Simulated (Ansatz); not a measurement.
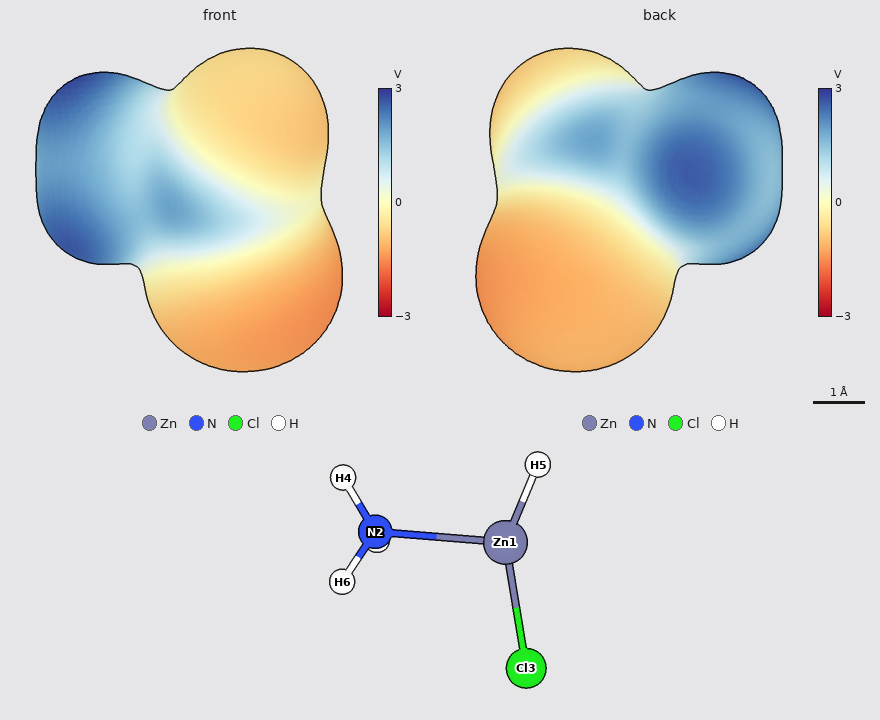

*ClH₄NZn. The electrostatic potential painted on the density surface at 0.002 e/bohr³, seen from the front and from behind; the colour scale runs from red (negative) to blue (positive). The bare structure is drawn below in the same view.*

The product side of a reaction path; geometry: PBE0-D4/def2-TZVP; a saddle point, not a minimum.

Theory: RKS PBE0-D4/def2-TZVPP (Ansatz 0.2.0).

Input file:

```
crystal:
  periodic: [false, false, false]
  atoms:
    - {symbol: Zn, position_ang: [-1.129818, 0.618293, -0.031833]}
    - {symbol: N, position_ang: [0.808190, -0.348877, 0.228586]}
    - {symbol: Cl, position_ang: [-1.431764, -0.130127, -2.050443]}
    - {symbol: H, position_ang: [1.282822, -0.221450, 1.114584]}
    - {symbol: H, position_ang: [-1.616444, 1.443215, 1.183562]}
    - {symbol: H, position_ang: [1.413887, -0.019231, -0.515463]}
    - {symbol: H, position_ang: [0.673325, -1.341922, 0.071008]}
basis:
  gaussian: {orbitals: def2-TZVPP}
hamiltonian: {xc: pbe0, dispersion: d4}
output: {orbitals: {seedname: orbitals}}
```

Command:

```sh
ansatz run in.yaml --threads 4 --pin off --events-out ev --progress --plain --max-ram 9574MiB
```

Where is the surface potential most negative and most positive?

Answer. The most negative region (about −1.5 V, or −35 kcal/mol for a unit charge) lies over Cl3, the most positive (about +2.7 V, or +62 kcal/mol for a unit charge) over H4.
